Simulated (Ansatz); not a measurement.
## Electronic structure of C$_{4}$H$_{3}$IS (SMILES Ic1cccs1) in real space

```yaml
atoms:
  - { symbol: I, position_ang: [0.9944, 0.2735, -3.1255] }
  - { symbol: C, position_ang: [0.3192, 0.2285, -1.1802] }
  - { symbol: C, position_ang: [0.4814, -0.7797, -0.2750] }
  - { symbol: C, position_ang: [-0.1148, -0.4702, 0.9721] }
  - { symbol: C, position_ang: [-0.7105, 0.7557, 0.9842] }
  - { symbol: S, position_ang: [-0.5516, 1.5439, -0.5210] }
  - { symbol: H, position_ang: [1.0041, -1.7002, -0.4944] }
  - { symbol: H, position_ang: [-0.1002, -1.1344, 1.8260] }
  - { symbol: H, position_ang: [-1.2337, 1.2366, 1.7967] }
```

Geometry: PBE0-D4/def2-TZVP; core potentials replace the inner electrons of I.

These are results of Ansatz, RKS PBE0-D4/def2-TZVPP, not measurements.

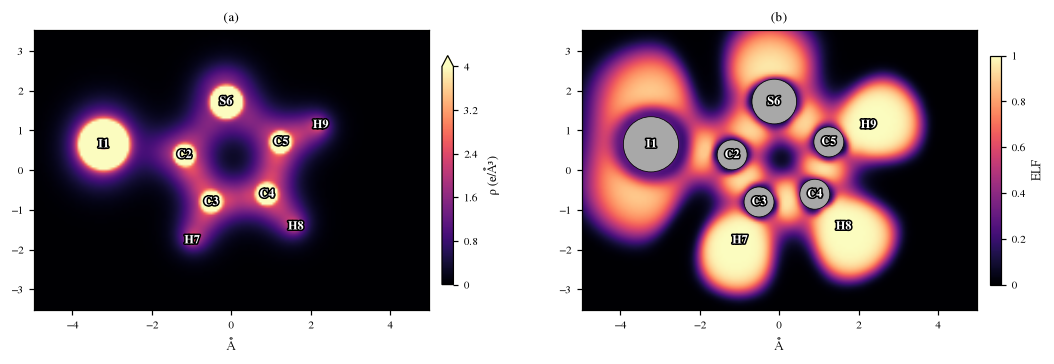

Figure 1. (a) electron density; (b) ELF on the molecular plane. Grey discs cover the atomic cores in the ELF map.

What does the map show?

Answer. The plane passes through I, C, S and H nuclei.
C–C (1.36 Å): ρ is about 2.2 e/Å³ halfway; the ELF peaks at about 0.95 between the atoms; a covalent bond.
C–S (1.71 Å): the density is about 1.5 e/Å³ at the midpoint; the ELF peaks at about 0.90 between the atoms, as expected for localised, covalent bonding.
C–I (2.06 Å): the density is about 0.93 e/Å³ at the midpoint; the ELF peaks at about 0.90 in the valence shell of C, 0.6 Å from its nucleus, and is about 0.60 at the midpoint.
C–H (1.08 Å): the density is about 2.1 e/Å³ at the midpoint; the ELF climbs to about 1 towards the hydrogen, as it does in any bond to H: a covalent bond by its length.
C–C (1.42 Å): ρ at the midpoint is about 2 e/Å³; the ELF peaks at about 0.95 between the atoms, as expected for localised, covalent bonding.
The ELF also peaks beside I1 and S6, away from the bonds: lone-pair regions.

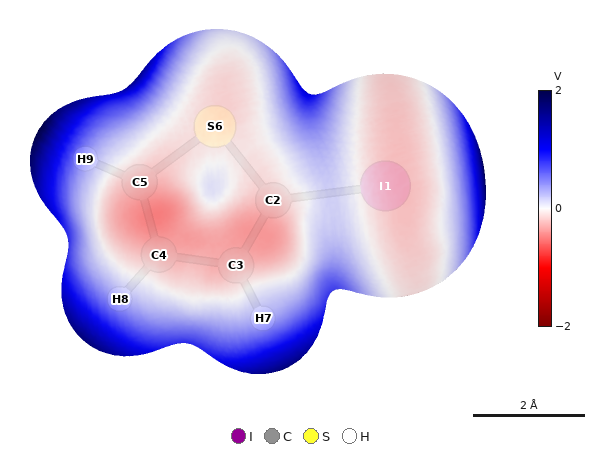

Figure 2. The electrostatic potential painted on the density surface at 0.004 e/bohr³, seen across its widest extent; the colour scale runs from red (negative) to blue (positive).

Where is the surface potential most negative and most positive?

Answer. The most negative region (about −0.5 V) lies over the π face of C4 and C5, the most positive (about +1.9 V) over I1 and H9. I1 shows a σ-hole: about +1.9 V at the tip opposite its bond, against about −0.2 V on its flanks.

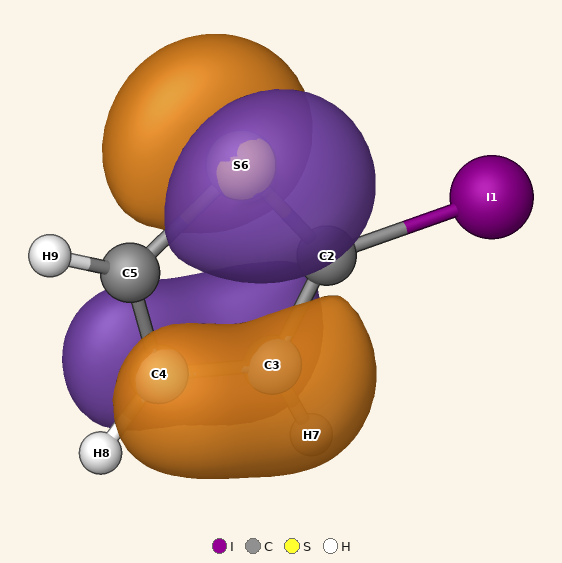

Figure 3. The HOMO−1 at ±0.1 Å⁻³ᐟ² (orange and purple are the two phases), seen at a tilt.

Where does this orbital lie, and at what energy?

Answer. Its weight (Hirshfeld) is mainly on S6 (about 45 %), C3 (about 20 %) and C4 (about 20 %); it changes sign across the molecular plane (π type); π-bonding across C3–C4. Its energy is −7.56 eV.
